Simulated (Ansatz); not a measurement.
Dissociation curves of MgH (SMILES [MgH])

MgH has 2 atoms, charge 0, and is taken as a doublet. As SMILES, `[MgH]`. The coordinates come from a PBE0-D4/def2-TZVP relaxation.

```xyz
2

Mg   -0.7427    0.2438   -0.3857
H     0.7427   -0.2438    0.3857
```

The Mg1–H2 distance is scanned; the parts on either side stay rigid. Basis 3-21G, 1 core orbital frozen in the correlated methods; program Ansatz 0.2.0. FCI is exact within this basis and core. Energies in eV from each method's value at 1.743 Å; open shells run as named. The shape above is that at 1.743 Å.

| distance (Å) | UBLYP | UPBE0 | U-r2SCAN0 | UCAM-B3LYP | UB2PLYP | UCCSD(T) | UBCCD(T) | FCI |
| --- | --- | --- | --- | --- | --- | --- | --- | --- |
| 1.743 | 0.00 | 0.00 | 0.00 | 0.00 | 0.00 | 0.00 | 0.00 | 0.00 |
| 2.179 | 0.33 | 0.38 | 0.39 | 0.42 | 0.39 | 0.28 | 0.28 | 0.28 |
| 2.615 | 0.84 | 0.95 | 0.94 | 0.98 | 0.91 | 0.69 | 0.70 | 0.70 |
| 3.487 | 1.31 | 1.34 | 1.42 | 1.37 | 1.21 | 0.85 | 0.85 | 0.86 |
| 4.358 | 1.39 | 1.37 | 1.52 | 1.42 | 1.24 | 0.85 | 0.85 | 0.86 |

Departure from the FCI curve at its largest: UBLYP +0.54 eV at 4.36 Å; UPBE0 +0.52 eV at 4.36 Å; U-r2SCAN0 +0.67 eV at 4.36 Å; UCAM-B3LYP +0.56 eV at 4.36 Å; UB2PLYP +0.39 eV at 4.36 Å; UCCSD(T) -0.01 eV at 4.36 Å; UBCCD(T) -0.01 eV at 4.36 Å. For the functionals part of the departure is owed to the small basis.

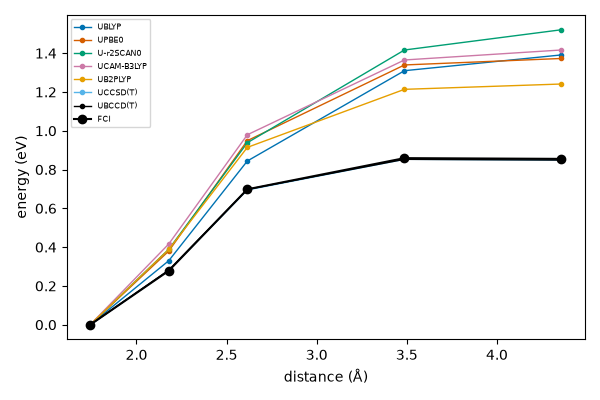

The curves of the table.
